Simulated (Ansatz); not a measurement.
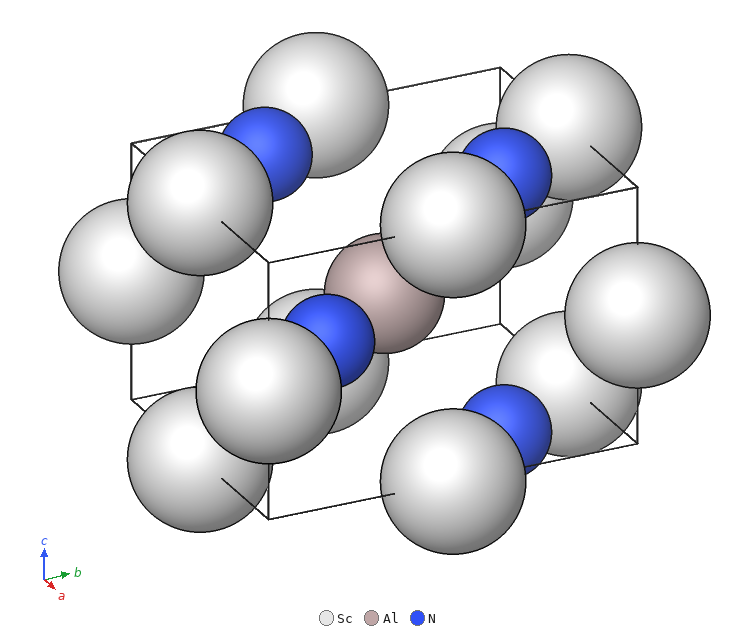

A spheres-only rendering, viewed slightly off an axis. The parallelepiped is the simulation cell.

Input deck:
```yaml
crystal:
  lattice:
    - [3.1125089078, -4.4391819401, 0.0]
    - [3.1125089078, 4.4391819401, 0.0]
    - [0.0, 0.0, 3.1230195951]
  atoms:
    - { symbol: Sc, position: [0.0, 0.5, 0.0] }
    - { symbol: Sc, position: [0.0, 0.0, 0.5] }
    - { symbol: Sc, position: [0.5, 0.0, 0.0] }
    - { symbol: Al, position: [0.5, 0.5, 0.5] }
    - { symbol: "N", position: [0.7366001709, 0.7366001709, 0.0] }
    - { symbol: "N", position: [0.7470186219, 0.2529813781, 0.5] }
    - { symbol: "N", position: [0.2529813781, 0.7470186219, 0.5] }
    - { symbol: "N", position: [0.2633998291, 0.2633998291, 0.0] }
basis:
  ecutwfc: 420
kpoints:
  mp_grid: { grid: [8, 8, 12] }
  band_path:
    path:
      - [[0.0, 0.0, 0.0], [-0.5, 0.5, 0.0], [-0.37290097, 0.62709903, 0.0]]
      - [[0.37290097, 0.37290097, 0.0], [0.0, 0.0, 0.0], [0.0, 0.0, 0.5], [0.37290097, 0.37290097, 0.5]]
      - [[-0.37290097, 0.62709903, 0.5], [-0.5, 0.5, 0.5], [-0.5, 0.5, 0.0]]
      - [[0.0, 0.0, 0.0], [0.0, 0.5, 0.0], [0.0, 0.5, 0.5], [0.0, 0.0, 0.5], [-0.5, 0.5, 0.5]]
    npoints: 14
hamiltonian:
  xc: pbe
scf:
  occupations: { method: gaussian, width: 0.02 }
  n_extra_bands: 20
output:
  forces: true
  stress: true
  eigenvalues: true
  populations: true
  dos: { projected: true, de: 0.02, nscf_kmesh: { grid: [12, 12, 18] } }
  bader: true
  write_density: true
  write_potential: true
  elf: true
  volumetric_format: npy
```
Run as:
```sh
ansatz run input.yaml --threads 1 --pin off --max-ram 2560MiB --backend cpu --events-out ev --progress --plain --runs-dir out
```

Setup: DFT PBE, scalar-relativistic, plane waves, PAW in Ansatz 0.2.0; 420 eV cutoff, an 8×8×12 mesh of k-points, Gaussian smearing of 0.02 eV, no spin polarisation.

### How are the electrons shared out in a Bader analysis?

Sc +1.81 e; Al +2.41 e; N -2.03 to -1.90 e. The transfer is large, as in an ionic solid.

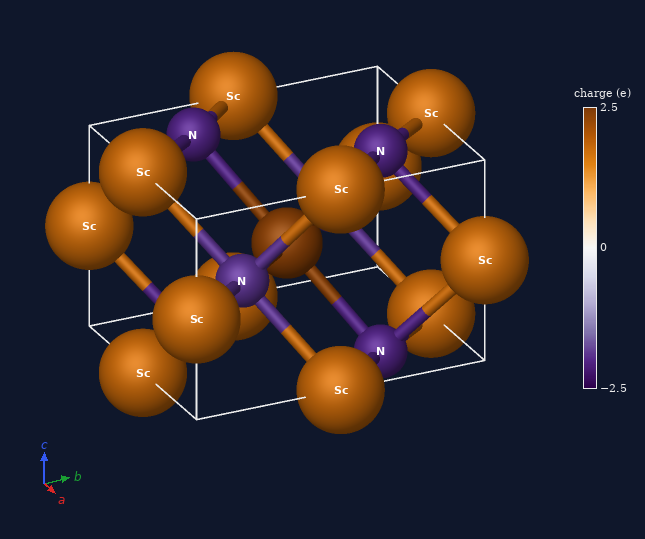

The atoms coloured by those charges.

The model was built from a structure type filled with these elements by a generator (whether the compound takes this form wasn't checked). Earlier steps of the study may have refined or changed the cell and positions. It went into a calculation with Ansatz.
